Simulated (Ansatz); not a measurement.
# C2H7BO (SMILES CBOC) at BLYP/cc-pVDZ

What is the electronic atomisation energy of C2H7BO at BLYP/cc-pVDZ? 

The results are computed with Ansatz 0.2.0.

62 further runs of the same task are left out: 62 set aside as unsound or not needed. Runs told in other sessions of the task aren't counted.

## 1. The system as given

C2H7BO: 11 atoms, total charge 0, spin state singlet. As SMILES, `CBOC`. The coordinates come from a PBE0-D4/def2-TZVP relaxation. This is one conformer, not always the lowest.

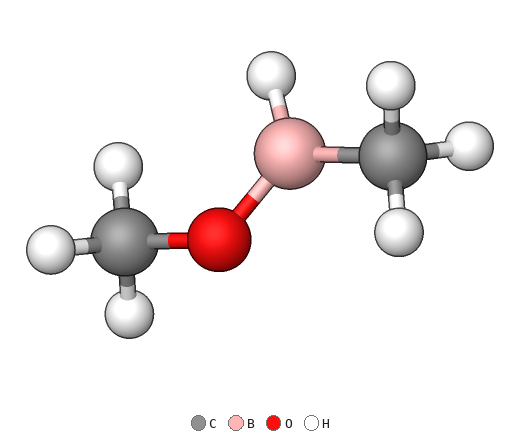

Viewed from a chosen angle; carbon grey, boron pink, oxygen red, hydrogen white.

## 2. A single-point energy at BLYP/cc-pVDZ

job.yaml reads:

```yaml
basis:
  gaussian:
    orbitals: cc-pVDZ
crystal:
  periodic: [false, false, false]
  atoms:
    - symbol: C
      position_ang: [-1.306200, 1.341700, -0.364700]
    - symbol: B
      position_ang: [-0.434700, 0.206700, 0.257100]
    - symbol: O
      position_ang: [0.626600, -0.267100, -0.425200]
    - symbol: C
      position_ang: [1.454400, -1.289700, 0.083900]
    - symbol: H
      position_ang: [-0.966000, 1.657000, -1.352600]
    - symbol: H
      position_ang: [-2.351400, 1.021300, -0.437600]
    - symbol: H
      position_ang: [-1.315700, 2.214600, 0.297900]
    - symbol: H
      position_ang: [-0.678700, -0.268200, 1.340800]
    - symbol: H
      position_ang: [1.446400, -2.133000, -0.610100]
    - symbol: H
      position_ang: [1.113800, -1.626100, 1.067400]
    - symbol: H
      position_ang: [2.476800, -0.914200, 0.163700]
hamiltonian:
  xc: {name: BLYP}
accuracy: high
output: {orbitals: {seedname: orbitals}}
```

Launch:

```console
$ ansatz run job.yaml --threads 1 --pin off --max-ram 3480MiB --events-out events.jsonl --progress --plain --runs-dir runs
```

What it wrote:

```text
Warning: RAYON_NUM_THREADS=1 ignored (pool sized by the plan → 1); use --threads N
Functional definition: BLYP
  name "BLYP"
  parameter beta = 0.0042
  parameter a = 0.04918
  parameter b = 0.132
  parameter c = 0.2533
  parameter d = 0.349
  exchange = b88_x(beta = beta)
  correlation = lyp_c(a = a, b = b, c = c, d = d)
2200 factors; integrals over basis functions are off by at most 4.8e-9 eV
mean field evaluation 1: about -4899.3087 eV, gradient 6.8e1 eV
mean field evaluation 2: about -4880.8480 eV, gradient 1.1e2 eV
mean field evaluation 4: about -4910.2639 eV, gradient 6.6e0 eV
mean field evaluation 8: about -4910.3528 eV, gradient 8.5e-2 eV
mean field evaluation 16: about -4910.3528 eV, gradient 2.6e-6 eV
mean field -4910.35277033 eV, -180.4521359530 hartree, gradient 1.3e-8 eV, S^2 0.000000; 0 other end points of the search recorded, 0 dependent functions left out
reference -4910.35283084 eV, -180.4521381767 hartree; 16, 16 occupied and 75, 75 virtual orbitals, 2200 factors
Total energy: -4910.35283084 eV, -180.4521381767 hartree
```

Wall time 7.8 s (1 thread of Arm Neoverse V2, shared host); peak memory 0.24 GiB.

## 3. The B atom

job.yaml reads:

```yaml
crystal:
  periodic: [false, false, false]
  atoms:
    - symbol: B
      position_ang: [0.000000, 0.000000, 0.000000]
basis:
  gaussian:
    orbitals: cc-pVDZ
hamiltonian:
  xc: {name: BLYP}
accuracy: high
magnetization:
  spin_polarized: true
  initial_magnetization: 1
```

Run the same way, it converges to -24.64777 Eh (log not shown).

## 4. The C atom

in.yaml reads:

```yaml
crystal:
  periodic: [false, false, false]
  atoms:
    - {symbol: C, position_ang: [0.000000, 0.000000, 0.000000]}
basis:
  gaussian:
    orbitals: cc-pVDZ
magnetization:
  spin_polarized: true
  initial_magnetization: 2
hamiltonian:
  xc: {name: BLYP}
accuracy: high
```

Launch:

```console
$ ansatz run in.yaml --threads 1 --pin off --max-ram 3480MiB --events-out events.jsonl --progress --plain --runs-dir runs
```

What it wrote, shortened:

```text
Warning: RAYON_NUM_THREADS=1 ignored (pool sized by the plan → 1); use --threads N
[... 9 set-up lines as earlier in the session ...]
96 factors; integrals over basis functions are off by at most 1.3e-9 eV
mean field evaluation 1: about -1029.4462 eV, gradient 5.0e0 eV
mean field evaluation 2: about -1029.5571 eV, gradient 3.0e0 eV
mean field evaluation 4: about -1029.6201 eV, gradient 1.7e-1 eV
mean field evaluation 8: about -1029.6200 eV, gradient 2.0e-5 eV
mean field evaluation 16: about -1029.6199 eV, gradient 6.5e-2 eV
mean field evaluation 32: about -1029.6200 eV, gradient 2.5e-5 eV
mean field -1029.61996499 eV, -37.8378358120 hartree, gradient 2.9e-8 eV, S^2 2.002039; 3 other end points of the search recorded, 0 dependent functions left out
reference -1029.61999336 eV, -37.8378368544 hartree; 4, 2 occupied and 10, 12 virtual orbitals, 96 factors
Total energy: -1029.61999336 eV, -37.8378368544 hartree
```

Wall time 0.58 s (1 thread of Arm Neoverse V2, shared host).

## 5. The H atom

run.yaml reads:

```yaml
crystal:
  periodic: [false, false, false]
  atoms:
    - symbol: H
      position_ang: [0.000000, 0.000000, 0.000000]
basis:
  gaussian:
    orbitals: cc-pVDZ
hamiltonian:
  xc: {name: BLYP}
magnetization:
  spin_polarized: true
  initial_magnetization: 1
accuracy: high
```

Run the same way, it converges to -0.49640 Eh (log not shown).

## 6. The O atom

in.yaml reads:

```yaml
crystal:
  periodic: [false, false, false]
  atoms:
    - symbol: O
      position_ang: [0.000000, 0.000000, 0.000000]
basis:
  gaussian: {orbitals: cc-pVDZ}
accuracy: high
magnetization: {spin_polarized: true, initial_magnetization: 2}
hamiltonian: {xc: {name: BLYP}}
```

Run the same way, it converges to -75.05452 Eh (log not shown).

## 7. Summary of results

At BLYP/cc-pVDZ:

| quantity | value |
| --- | --- |
| molecule: total energy | -180.45214 Eh |
| molecule: HOMO energy | -6.61 eV |
| molecule: LUMO energy | -0.34 eV |
| molecule: HOMO–LUMO gap | 6.27 eV |
| B atom: total energy | -24.64777 Eh |
| B atom: ⟨S²⟩ | 0.752 |
| C atom: total energy | -37.83784 Eh |
| C atom: ⟨S²⟩ | 2.002 |
| H atom: total energy | -0.49640 Eh |
| H atom: ⟨S²⟩ | 0.750 |
| O atom: total energy | -75.05452 Eh |
| O atom: ⟨S²⟩ | 2.002 |
| electronic atomisation energy | 43.521 eV |

What this shows: Taking the molecule apart into free atoms costs 43.52 eV (4199 kJ/mol), before zero-point energy and without spin-orbit coupling.
